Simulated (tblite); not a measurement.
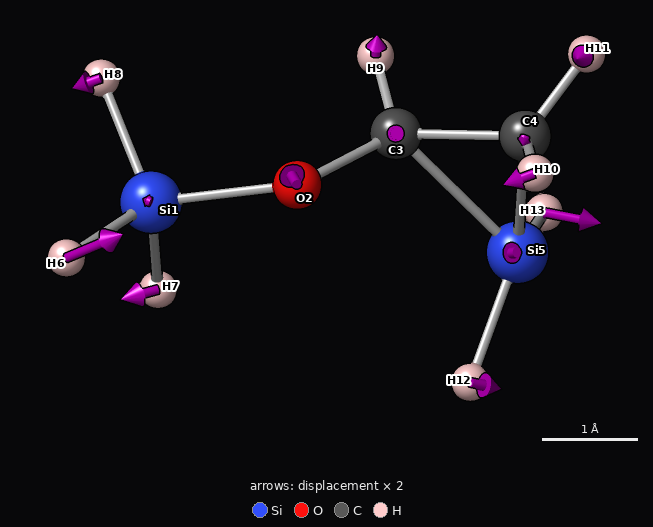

This is a relaxation of C$_{2}$H$_{8}$OSi$_{2}$. The starting structure is drawn; purple arrows show the displacements, 2 times their true length. The two geometries are superimposed by the best rigid fit.

Style: ball-and-stick. Shown from a free direction.

The calculation used GFN2-xTB geometry optimisation, gas phase (tblite 0.8.0). 

### Atoms of which element are displaced furthest, and by how much?

Hydrogen: up to 0.40 Å, against 0.23 Å for oxygen.

### Describe the change and its energy.

Over 64 geometry steps the energy falls by 0.503 eV. H6 moves most after the best rigid fit: 0.40 Å. By element the largest moves are H 0.40 Å, O 0.23 Å, Si 0.14 Å, C 0.10 Å. Some distances before and after: C4–Si5 1.804 → 1.884 Å, Si1–O2 1.672 → 1.613 Å, O2–C3 1.436 → 1.388 Å, C3–C4 1.489 → 1.530 Å. Bond angles that change, for instance: Si1–O2–C3 119.4° → 130.9°, O2–Si1–H6 109.9° → 99.4°, C3–Si5–H13 107.0° → 117.3°.
